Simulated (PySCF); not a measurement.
## A study: CH3O4S, doublet, SMILES `[O]CS(=O)(=O)O`

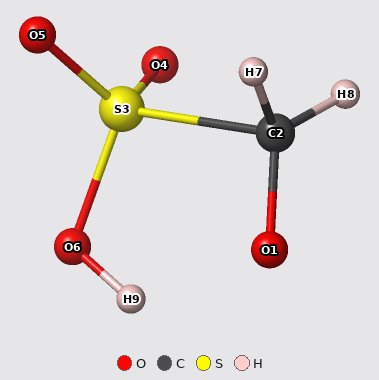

The molecule, with its atoms numbered as below. No frequency check shows the geometry to be a minimum.

Coordinates in Å:

```
O1       2.0090   -0.2057    0.0007
C2       1.3204    0.8528   -0.0027
S3      -0.5007    0.0407   -0.0001
O4      -1.1330    0.4043   -1.2253
O5      -1.1292    0.4043    1.2283
O6      -0.1527   -1.4914   -0.0010
H7       1.2598    1.4497    0.9197
H8       1.2570    1.4496   -0.9241
H9       0.8185   -1.5595    0.0002
```

Part 1: Bonding charge

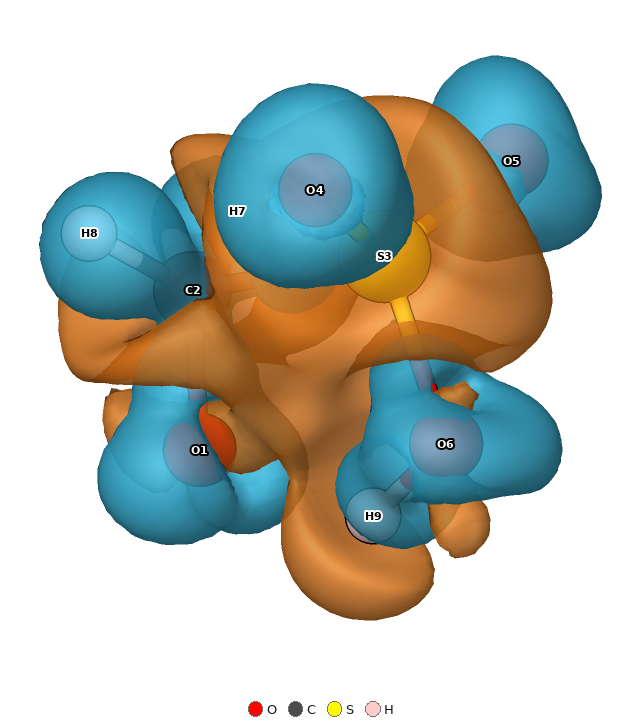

Deformation density (molecule less spherical, spin-averaged free atoms at the same positions), surfaces at ±0.06 e/Å³; light blue: gain, orange: loss.

Level of theory: B3LYP/def2-SVP (PySCF), at a geometry from GFN2-xTB. The stability of the open-shell solution wasn't checked. GFN2-xTB doesn't know the spin state, so this open-shell geometry is rough.

**Describe the bonding that the map shows.**

C2–H8 and C2–H7: +0.75 e/Å³ at the bond critical point (bond length 1.10 Å, Mayer order 0.9). O6–H9: +0.65 e/Å³ at the bond critical point (bond length 0.97 Å, Mayer order 0.9). O1–C2: +0.45 e/Å³ at the bond critical point (bond length 1.26 Å, Mayer order 1.5). S3–O4 and S3–O5: +0.13 e/Å³ at the bond critical point (bond length 1.43 Å, Mayer order 1.8). C2–S3: +0.13 e/Å³ at the bond critical point (bond length 1.99 Å, Mayer order 0.6). S3–O6: +0.02 e/Å³ at the bond critical point (bond length 1.57 Å, Mayer order 1.1); up to 0.6 Å beside the axis the gain reaches +0.30 e/Å³. O1–H9: −0.06 e/Å³ at the bond critical point (bond length 1.80 Å, Mayer order 0.1). In all, 2.1 electrons gather in the regions of gain relative to the promolecule. A small or negative value marks a very polar bond, one between electron-rich atoms, whose free-atom densities already overlap strongly, a long bond to a heavier atom, or a closed-shell contact such as a hydrogen bond.

Part 2: Bond critical points

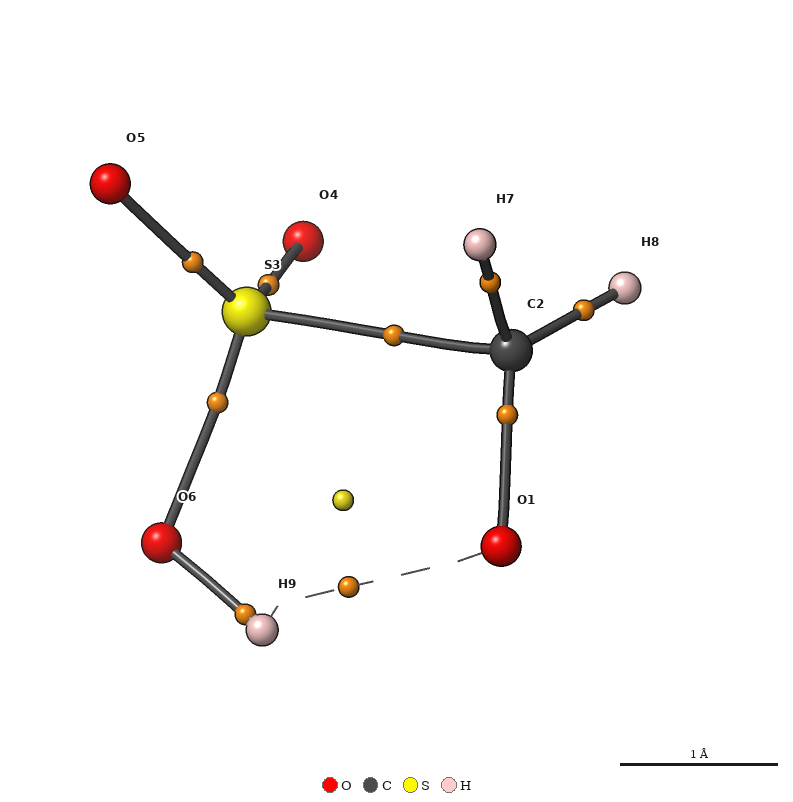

Molecular graph of the electron density (QTAIM): bond paths, bond critical points (orange), ring points (yellow, if any); weak paths are dashed.

**How many critical points of each kind are there, and does the count close?**

9 nuclei, 9 bond, 1 ring and 0 cage critical points: 9 − 9 + 1 − 0 = 1, as the Poincaré–Hopf relation requires.

**What does the calculation give at each kind of bond critical point?**

```json
{"bond": "O1–C2", "length (Å)": "1.263", "ρ (a.u.)": "0.363", "∇²ρ (a.u.)": "0.00", "ε": "0.01", "H (a.u.)": "−0.623"}
{"bond": "O6–H9", "length (Å)": "0.974", "ρ (a.u.)": "0.332", "∇²ρ (a.u.)": "−2.47", "ε": "0.01", "H (a.u.)": "−0.684"}
{"bond": "S3–O4 (2 alike)", "length (Å)": "1.426", "ρ (a.u.)": "0.294", "∇²ρ (a.u.)": "+1.71", "ε": "0.08", "H (a.u.)": "−0.297"}
{"bond": "C2–H8 (2 alike)", "length (Å)": "1.100", "ρ (a.u.)": "0.282", "∇²ρ (a.u.)": "−1.09", "ε": "0.02", "H (a.u.)": "−0.307"}
{"bond": "S3–O6", "length (Å)": "1.571", "ρ (a.u.)": "0.229", "∇²ρ (a.u.)": "+0.48", "ε": "0.01", "H (a.u.)": "−0.240"}
{"bond": "C2–S3", "length (Å)": "1.994", "ρ (a.u.)": "0.126", "∇²ρ (a.u.)": "−0.09", "ε": "0.01", "H (a.u.)": "−0.064"}
{"bond": "O1–H9", "length (Å)": "1.803", "ρ (a.u.)": "0.037", "∇²ρ (a.u.)": "+0.13", "ε": "0.02", "H (a.u.)": "0.000"}
```

**What kind of interaction is O1–H9?**

On the border between closed-shell and intermediate: ρ = 0.037, ∇²ρ = +0.13, H = 0.000 a.u.

**Are there bond paths between atoms that aren't covalently bonded?**

Yes: O1–H9 (1.80 Å, ρ = 0.037).

Part 3: Local ionisation energy

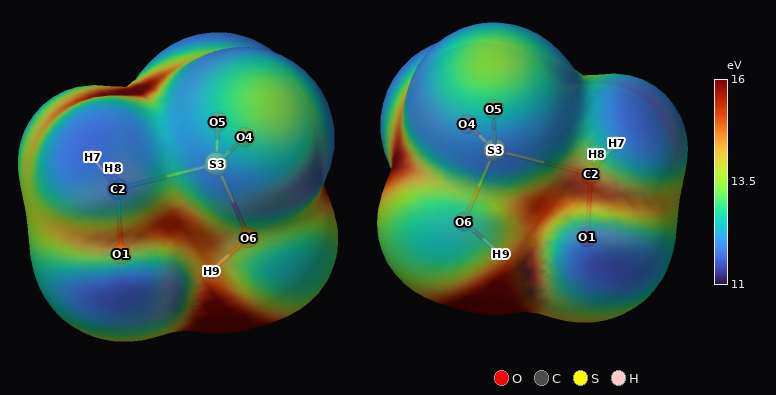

Average local ionisation energy on the surface of electron density 0.001 a.u. (back view left, front view right).

**Locate the minima of the map.**

The lowest value is 11.4 eV, 1.8 Å from O1, and at like points elsewhere. Further minima include 11.6 eV, 1.4 Å from H7, and at like points elsewhere; 11.8 eV, 1.7 Å from O5, and at like points elsewhere. For comparison, the highest occupied orbital lies at −8.1 eV.

Part 4: Spin density

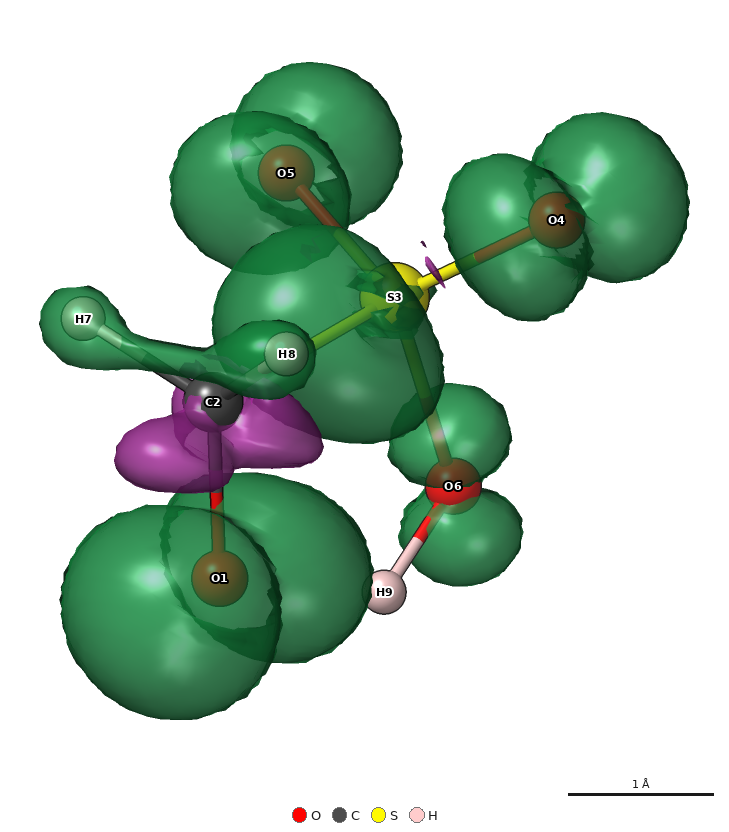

Spin density ρα − ρβ at ±0.02 e/Å³ (green: excess α, purple: excess β).

**Where is the unpaired spin?**

Hirshfeld spin populations: O1 +0.48, O4 and O5 +0.14 and S3 +0.13. ⟨S²⟩ = 0.76, against 0.75 for a pure state. The picture also shows regions of β spin from spin polarisation; the Hirshfeld sums, whose atoms overlap, net them against the α spin of neighbours.

Part 5: Removing or adding an electron

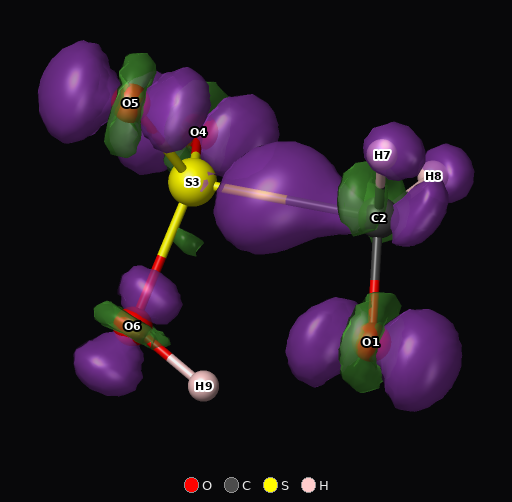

Fukui function f⁻ = ρ(N) − ρ(N−1) at fixed geometry, surfaces at ±0.05 e/Å³ (purple positive, green negative).

PySCF calculation, PBE0/6-311G**, gas phase; geometry: GFN2-xTB. GFN2-xTB doesn't know the spin state, so this open-shell geometry is rough.

**Which atoms respond most to the removal of an electron?**

f⁻ (Hirshfeld-condensed) is largest on O4 and O5 (0.18 each), O1 (0.17) and S3 (0.14); the vertical ionisation energy is 11.17 eV (to the singlet cation, which needn't be its lowest state). Condensed values hint at sites of electrophilic attack but needn't mark the atom that reacts. Shares this close don't rank the sites. Orbital relaxation makes it negative in places (0.21 e in all).

```csv
atom,f⁻,charge
O1,+0.17,−0.17
C2,+0.09,+0.01
S3,+0.14,+0.59
O4,+0.18,−0.27
O5,+0.18,−0.27
O6,+0.09,−0.18
H7,+0.06,+0.06
H8,+0.06,+0.06
H9,+0.03,+0.16
```

The PySCF runs shown took 44 s and 120 s on 1 thread of Intel(R) Xeon(R) Processor @ 2.50GHz (Skylake/Cascade Lake) (shared host).
